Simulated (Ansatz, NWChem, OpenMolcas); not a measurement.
Computed against measured: dipole moment

6 molecules with halogens; the dipole moment in D, computed less measured. Shapes, held fixed at every level: PBE0-D4/def2-TZVP. No vibrational averaging. Dipoles are compared by magnitude; molecules under 1 D, whose direction can flip, are left out. Programs: Ansatz 0.2.0, NWChem 7.3.0, OpenMolcas 26.06. A level may come from different programs for different species; with the same settings they agree closely. Measured values: NIST CCCBDB.

Levels: A = HF/aug-cc-pVDZ; B = SVWN5/aug-cc-pVDZ; C = M06-L/aug-cc-pVDZ; D = PBE0/aug-cc-pVDZ.

```json
{"molecule": "CH2ClF (chlorofluoromethane)", "measured": "1.82", "A": "+0.23", "B": "-0.06", "C": "-0.03", "D": "+0.01"}
{"molecule": "CHBrF2 (bromodifluoromethane)", "measured": "1.50", "A": "+0.08", "B": "-0.16", "C": "-0.18", "D": "-0.12"}
{"molecule": "SiH3Cl (chlorosilane)", "measured": "1.31", "A": "+0.24", "B": "+0.05", "C": "+0.15", "D": "+0.08"}
{"molecule": "C2H2F2 (vinylidene fluoride)", "measured": "1.38", "A": "+0.12", "B": "-0.23", "C": "-0.27", "D": "-0.14"}
{"molecule": "C2H3Br (vinyl bromide)", "measured": "1.42", "A": "+0.33", "B": "-0.03", "C": "-0.03", "D": "+0.07"}
{"molecule": "C2H3FO (acetyl fluoride)", "measured": "2.96", "A": "+0.34", "B": "0.00", "C": "-0.05", "D": "+0.03"}
```

Task: Which level does best on this set, which worst, and which err to one side?

Result: 
```json
{"level": "HF/aug-cc-pVDZ", "kind": "Hartree–Fock", "mean error": "+0.223", "mean absolute error": "0.223", "worst case": "C2H3FO"}
{"level": "SVWN5/aug-cc-pVDZ", "kind": "LDA", "mean error": "-0.072", "mean absolute error": "0.088", "worst case": "C2H2F2"}
{"level": "M06-L/aug-cc-pVDZ", "kind": "meta-GGA", "mean error": "-0.068", "mean absolute error": "0.118", "worst case": "C2H2F2"}
{"level": "PBE0/aug-cc-pVDZ", "kind": "global hybrid", "mean error": "-0.012", "mean absolute error": "0.075", "worst case": "C2H2F2"}
```

On this set PBE0/aug-cc-pVDZ has the smallest mean absolute error and HF/aug-cc-pVDZ the largest. HF/aug-cc-pVDZ is too high in 6 of 6; SVWN5/aug-cc-pVDZ is too low in 4 of 6; M06-L/aug-cc-pVDZ is too low in 5 of 6; PBE0/aug-cc-pVDZ is too high in 4 of 6. The smallest two are near a tie. Relativity is left out for Br. The set is small.

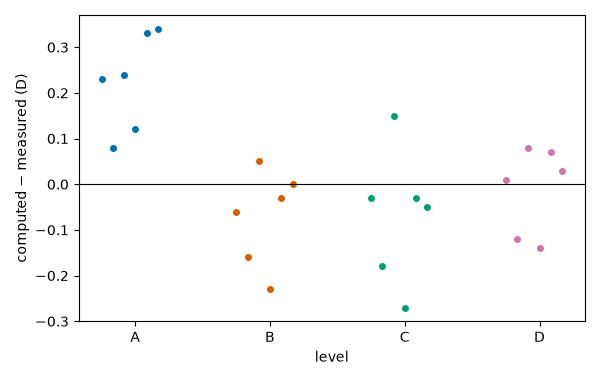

Errors of each level, one point a molecule.
